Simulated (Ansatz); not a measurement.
**BN: pressure series**

Take BN (space group P6_3/mmc, No. 194; a = 2.5043 Å, c = 7.0354 Å; layered, stacked along the Cartesian z axis) as the base.

Cell and atoms are relaxed at each pressure.

Level of theory: PBEsol/PAW in Ansatz (a quantum-chemistry and plane-wave program), spin-orbit coupling left out.

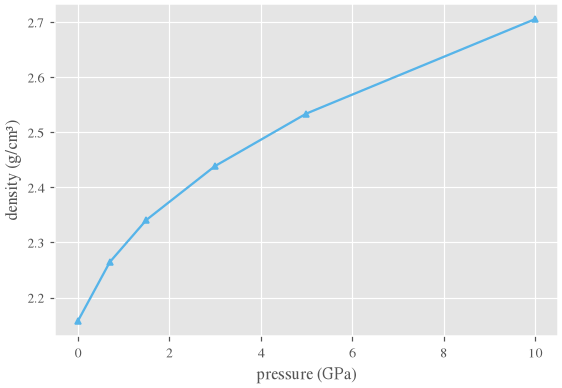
Density against pressure

### Question
From the plot, what is the density for pressure 3 GPa?

### Answer
About 2.44 g/cm³.

### Question
Is the trend monotonic over the range shown?

### Answer
Yes, it rises throughout, spanning 2.16 g/cm³ to 2.71 g/cm³.

From pressure 10 GPa on, the axis ratios lie over 15 % from the base's, so the cell there is far from its starting form. Load acts through the strain it causes; cell and atoms are relaxed under it. Whether these cells are dynamically stable was not tested. Competing high-pressure phases were not computed. The base started in Pnma and relaxed to P6_3/mmc at this level. No dispersion term is included in the PBEsol runs.
